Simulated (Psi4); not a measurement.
**WF6 (tungsten hexafluoride) at BP86/def2-SVP (core potential, sweep point 8)**

What is the vertical ionisation energy of WF6 (tungsten hexafluoride) at BP86/def2-SVP (core potential, sweep point 8)? 

Program for the calculation: Psi4 1.11.

4 further runs of the same task are left out: 4 that didn't finish. Runs told in other sessions of the task aren't counted.

## 1. The system as given

WF6: 7 atoms, total charge 0, spin state singlet. As SMILES, `[F][W]([F])([F])([F])([F])[F]`. The coordinates come from a PBE0-D4/def2-TZVP relaxation.

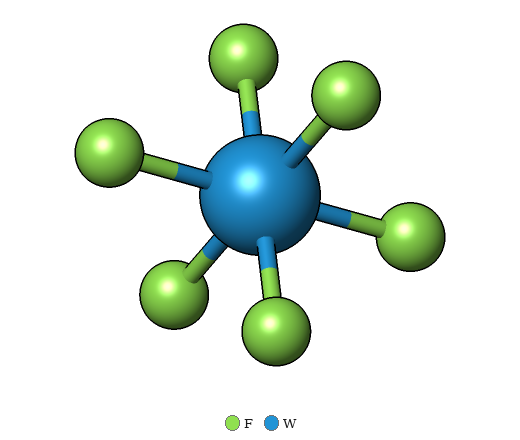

Viewed from a chosen angle; fluorine green, tungsten blue.

## 2. A single-point energy at BP86/def2-SVP (core potential, sweep point 8)

Contents of f6w.in:

```
memory 1600 MB

molecule geom {
  0 1
  F     -1.98905013    -0.23022533    -2.82772948
  W      0.00005669     0.00000000    -0.00001890
  F     -2.72147018    -0.80706423     1.98682025
  F      0.78663629    -3.36265426    -0.28200383
  F      2.72523074     0.80568473    -1.98236050
  F     -0.79427079     3.36091571     0.28049205
  F      1.99288627     0.23330559     2.82480041
  units au
  symmetry c1
}

set {
  puream               true
  scf_type             pk
  dft_radial_points    99
  dft_spherical_points 590
}

energy("bp86/def2-SVP")
```

On the command line:

```
$ psi4 -n 1 f6w.in f6w.out
```

f6w.out:

```text
[...]
    !!!  WARNING: ECP capability is in beta. Please check occupations closely.  !!!
[...]
  Running in c1 symmetry.
[...]
  Nuclear repulsion =  451.617854212343047
[...]
  Multiplicity = 1
[...]
  Nalpha       = 34
  Nbeta        = 34
[...]
    Number of basis functions: 116
[...]
   @RKS iter   1:  -665.34553273208849   -4.68417e-01   1.19199e-02 ADIIS/DIIS
[...]
   @RKS iter  11:  -666.09358801603787   -3.51033e-08   3.44988e-07 DIIS
[...]
    Orbital Energies [Eh]
    ---------------------
    Doubly Occupied:
       1A    -24.342832     2A    -24.342647     3A    -24.342646
       4A    -24.342465     5A    -24.342464     6A    -24.342463
       7A     -3.056517     8A     -1.745879     9A     -1.745879
      10A     -1.745878    11A     -1.123346    12A     -1.116831
      13A     -1.116830    14A     -1.079513    15A     -1.079512
      16A     -1.079512    17A     -0.528151    18A     -0.528149
      19A     -0.506740    20A     -0.506739    21A     -0.506738
      22A     -0.491219    23A     -0.432744    24A     -0.432743
      25A     -0.432742    26A     -0.416088    27A     -0.416087
      28A     -0.416087    29A     -0.414683    30A     -0.414682
      31A     -0.414680    32A     -0.391486    33A     -0.391485
      34A     -0.391484
[...]
  @RKS Final Energy:  -666.09358801603787
   => Energetics <=
    Nuclear Repulsion Energy =            451.6178542123430475
    One-Electron Energy =               -1847.2048094926815338
    Two-Electron Energy =                 799.9302052549210202
    DFT Exchange-Correlation Energy =     -70.4368379906203472
    Empirical Dispersion Energy =           0.0000000000000000
    VV10 Nonlocal Energy =                  0.0000000000000000
    Total Energy =                       -666.0935880160378701
[...]
 Multipole Moments:
 ------------------------------------------------------------------------------------
     Multipole            Electronic (a.u.)      Nuclear  (a.u.)        Total (a.u.)
 ------------------------------------------------------------------------------------
 L = 1.  Multiply by 2.5417464519 to convert [e a0] to [Debye]
 Dipole X            :          0.0019054           -0.0017627            0.0001427
 Dipole Y            :          0.0002309           -0.0001763            0.0000547
 Dipole Z            :         -0.0006632            0.0006170           -0.0000461
 Magnitude           :                                                    0.0001596
[...]
```

Run time: 23 s. Hardware: 1 thread of Intel Xeon at 2.60GHz (Ice Lake), shared host; peak memory 0.69 GiB.

## 3. The doublet cation at the same level

Contents of f6w.dat:

```
memory 1600 MB

molecule {
  1 2
  F     -1.98905013    -0.23022533    -2.82772948
  W      0.00005669     0.00000000    -0.00001890
  F     -2.72147018    -0.80706423     1.98682025
  F      0.78663629    -3.36265426    -0.28200383
  F      2.72523074     0.80568473    -1.98236050
  F     -0.79427079     3.36091571     0.28049205
  F      1.99288627     0.23330559     2.82480041
  units au
  symmetry c1
}

set {
  basis def2-SVP
  reference uks
  puream true
  scf_type pk
  dft_radial_points 99
  dft_spherical_points 590
  maxiter 100
}

energy("bp86")
```

On the command line:

```
$ psi4 -i f6w.dat -o f6w.out -n 1
```

f6w.out:

```text
[...]
    !!!  WARNING: ECP capability is in beta. Please check occupations closely.  !!!
[...]
  Running in c1 symmetry.
[...]
  Nuclear repulsion =  451.617854212343047
[...]
  Multiplicity = 2
[...]
  Nalpha       = 34
  Nbeta        = 33
[...]
    Number of basis functions: 116
[...]
   @UKS iter   1:  -664.91360519108889   -3.64893e-02   1.06417e-02 DIIS/ADIIS
[...]
   @UKS iter  40:  -665.57831256962709   -7.07269e-09   3.55423e-07 DIIS
[...]
   @S^2 Observed:                7.539009624E-01
[...]
    Orbital Energies [Eh]
    ---------------------
    Alpha Occupied:
       1A    -24.615096     2A    -24.614908     3A    -24.614907
       4A    -24.614723     5A    -24.614723     6A    -24.614723
       7A     -3.309667     8A     -1.999809     9A     -1.999808
      10A     -1.999415    11A     -1.386826    12A     -1.381174
      13A     -1.381173    14A     -1.342998    15A     -1.342998
      16A     -1.342978    17A     -0.780982    18A     -0.780981
      19A     -0.767135    20A     -0.767134    21A     -0.758689
      22A     -0.742926    23A     -0.696923    24A     -0.696921
      25A     -0.686009    26A     -0.685276    27A     -0.674276
      28A     -0.674275    29A     -0.670143    30A     -0.669896
      31A     -0.669893    32A     -0.663333    33A     -0.650959
      34A     -0.650956
[...]
  @UKS Final Energy:  -665.57831256962709
   => Energetics <=
    Nuclear Repulsion Energy =            451.6178542123430475
    One-Electron Energy =               -1829.6413257475865066
    Two-Electron Energy =                 782.3917336310278188
    DFT Exchange-Correlation Energy =     -69.9465746654113616
    Empirical Dispersion Energy =           0.0000000000000000
    VV10 Nonlocal Energy =                  0.0000000000000000
    Total Energy =                       -665.5783125696270872
  UHF NO Occupations:
  HONO-2 :   32  A 1.9991932
  HONO-1 :   33  A 1.9991932
[...]
 Multipole Moments:
 ------------------------------------------------------------------------------------
     Multipole            Electronic (a.u.)      Nuclear  (a.u.)        Total (a.u.)
 ------------------------------------------------------------------------------------
 L = 1.  Multiply by 2.5417464519 to convert [e a0] to [Debye]
 Dipole X            :          0.0020447           -0.0017627            0.0002820
 Dipole Y            :          0.0002130           -0.0001763            0.0000367
 Dipole Z            :         -0.0006032            0.0006170            0.0000138
 Magnitude           :                                                    0.0002848
[...]
```

It took 82 s on 1 thread of Intel Xeon at 2.60GHz (Ice Lake), shared host; peak memory 0.7 GiB.

## 4. What came out

At BP86/def2-SVP (core potential, sweep point 8):

```
                                          quantity          value
                         singlet WF6: total energy  -666.09359 Eh
                        singlet WF6: dipole moment         0.00 D
                          singlet WF6: HOMO energy      -10.65 eV
                          singlet WF6: LUMO energy       -5.18 eV
                        singlet WF6: HOMO–LUMO gap        5.47 eV
                      doublet cation: total energy  -665.57831 Eh
doublet cation: HOMO energy (highest over α and β)      -17.45 eV
 doublet cation: LUMO energy (lowest over α and β)      -17.40 eV
                              doublet cation: ⟨S²⟩          0.754
vertical ionisation energy (to the doublet cation)      14.021 eV
```

The vertical ionisation energy comes to 14.02 eV (323 kcal/mol). The negative HOMO energy of the first species, 10.65 eV, lies 3.37 eV below that difference.
